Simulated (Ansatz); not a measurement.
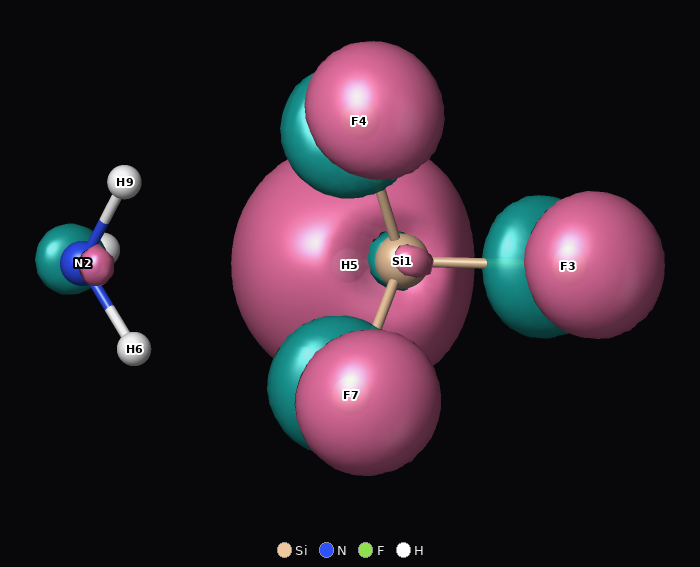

*F3HSi···NH3. The HOMO−1 at ±0.1 Å⁻³ᐟ² (teal and pink are the two phases), seen across its widest extent.*

Not at a stationary point (largest force 0.8 eV/Å).

Method: Ansatz 0.2.0, RKS PBE0/cc-pVDZ.

```xyz
9

Si   -0.8268    0.2380   -0.8970
N     1.2032   -0.3736    1.3913
F    -1.7937    0.4928   -2.1739
F     0.2258    1.4770   -0.8602
H    -1.6296    0.1448    0.3334
H     1.0418   -1.1075    0.7012
F    -0.0044   -1.1610   -1.2142
H     0.3128   -0.1738    1.8461
H     1.4709    0.4633    0.8732
```

**Where does this orbital lie, and at what energy?**

It lies mainly on H5 (about 30 %), Si1 (about 25 %), F3 (about 15 %), F7 (about 15 %) and F4 (about 10 %). Its energy is −11.39 eV.
